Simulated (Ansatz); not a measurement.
The starting structures come from a database of crystals and need not be the phases stable at ambient conditions.

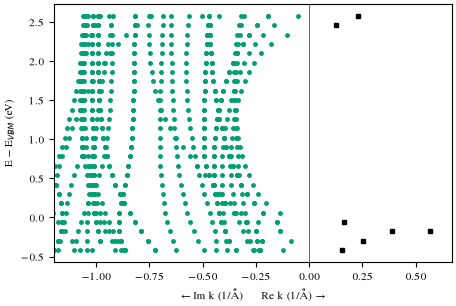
*Complex bands at the centre of the two-dimensional zone; r2SCAN (Ansatz, a quantum-chemistry and plane-wave program)*

The gap is the functional's own, uncorrected, and κ follows it; spin-orbit coupling is left out. Mid-gap values are interpolated between the computed energies.

Q: This is K₃Nb₃(BO₆)₂ (P-62m, not sure to be the ambient phase, 20 atoms a cell, 13.7 Å³ an atom, -7 GPa at this level) along the normal of (110). Read off the slowest decay at the centre of the two-dimensional zone at 1.14 eV, the computed energy nearest the middle of the gap.

A: κ ≈ 0.34 1/Å, a decay length 1/(2κ) of the density of 1.5 Å.
